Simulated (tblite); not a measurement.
Nudged elastic band of C₅H₇FNS (charge −1)

The run: nudged elastic band of C₅H₇FNS, charge −1. Method and program: GFN2-xTB climbing-image nudged elastic band, gas phase (tblite 0.8.0).

The run did not end well.

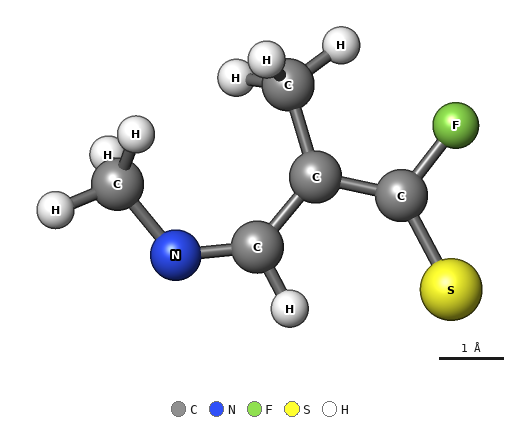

**Figure 1.** The structure (ball-and-stick view, seen at a tilt). Bond lengths as drawn: C–C 1.38 to 1.51 Å, C–F 1.39 Å, C–H 1.09 to 1.10 Å, C–N 1.28 to 1.44 Å and C–S 1.67 Å.

Input
```
{"job": {"xc": "GFN2-xTB", "basis": "xTB", "kind": "neb"}, "charge": -1, "multiplicity": 1}
C      1.476985    -1.190542     1.192493
N      0.967888    -1.601594    -0.087960
C      0.137884    -0.910694    -0.782677
C     -0.548646     0.327825    -0.608658
C     -0.502927     1.139754     0.665192
C     -1.309316     0.785242    -1.660612
F     -1.965648     1.989808    -1.444324
S     -1.568113     0.119910    -3.167724
H      0.749581    -1.367816     1.994595
H      2.352746    -1.815122     1.402589
H      1.789206    -0.141285     1.237402
H     -0.094072    -1.385518    -1.735288
H     -0.583335     0.496525     1.539439
H      0.424293     1.714540     0.741281
H     -1.330939     1.846956     0.692342
```

The first line tells a small driver script what to run in tblite; the rest is the geometry in Å.

Hardware: 1 CPU thread, shared host.

Launched with:
```bash
OMP_NUM_THREADS=1 python <driver script> task.json out
```

Log
```
image   E - E0 / eV
  0       0.0000
  1      13.3903
  2      -0.1119
  3      -0.1726
  4      -0.2071
  5      -0.2316
  6      -0.2389
```

What the run reported

| quantity | value |
| --- | --- |
| outcome | not converged |
| forward barrier | 13.390 eV |
| wall time | 6.7 s |
| peak memory | 0.2 GiB |

The run did not converge. At least one of its steps failed, so the values that rest on that step are not results.
